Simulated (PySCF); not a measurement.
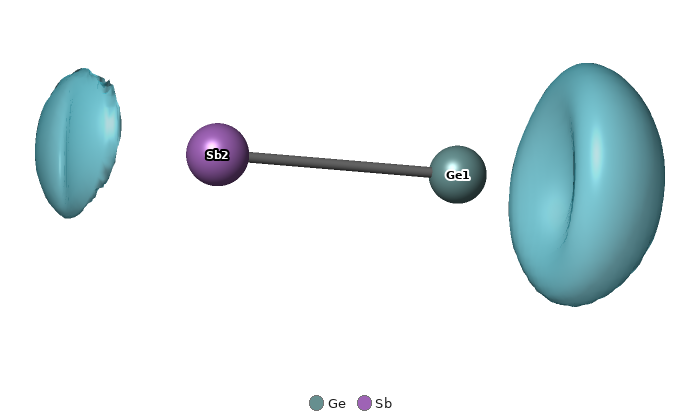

GeSb (doublet). Isosurface of the ELF at 0.85 (cyan), seen from one side. Only the valence region is drawn (cores and ρ < 0.01 e/Å³ removed).

Core potentials replace the inner electrons of Sb.

Level of theory: PySCF 2.14.0, PBE0/cc-pVDZ(-PP), non-relativistic Hamiltonian with scalar-relativistic core potentials where named, at a bond length of 2.459 Å.

**Describe the localisation domains.**

At this value the surface marks out one lobe on Ge, pointing away from the bonds (non-bonding electrons) and one lobe on Sb, pointing away from the bonds (non-bonding electrons).

Values along the shortest contacts:
Ge–Sb (2.46 Å): the ELF is about 0.65 at the midpoint.
